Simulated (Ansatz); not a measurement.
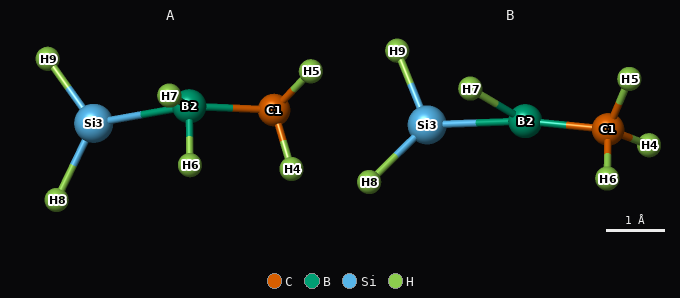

Two geometries of CH₆BSi (charge +1), drawn at one scale. One is the start of a relaxation, the other its converged end. The picture is a ball-and-stick view, seen at a tilt.

The calculation used RKS PBE-D4/def2-SVP in Ansatz 0.2.0. Settings: force threshold 0.03 eV/Å; at most 250 steps.

Which of the two is the end point?

Structure B is the relaxed one. It is one of the separated reactants of a reaction. H6 moves most after the best rigid fit: 1.39 Å. Largest moves by element: H 1.39 Å, C 0.64 Å, B 0.44 Å, Si 0.17 Å. Some distances before and after: B2–H6 1.150 → 2.099 Å, C1–H6 1.990 → 1.124 Å, Si3–H7 2.630 → 1.896 Å, B2–H7 1.204 → 1.338 Å. New bonds form: C1–H6 (1.99 → 1.12 Å). Bonds break: B2–H6 (1.15 → 2.10 Å). Among the angles between lasting bonds that change: C1–B2–Si3 128.9° → 168.0°, Si3–B2–H7 107.6° → 69.0°, B2–C1–H4 102.5° → 114.1°. The energy falls by 102.8 kcal/mol in 22 geometry steps. The largest force component goes from 3 to 0.027 eV/Å. The run took 24 s on 2 threads of Arm Neoverse V2, on a shared host.
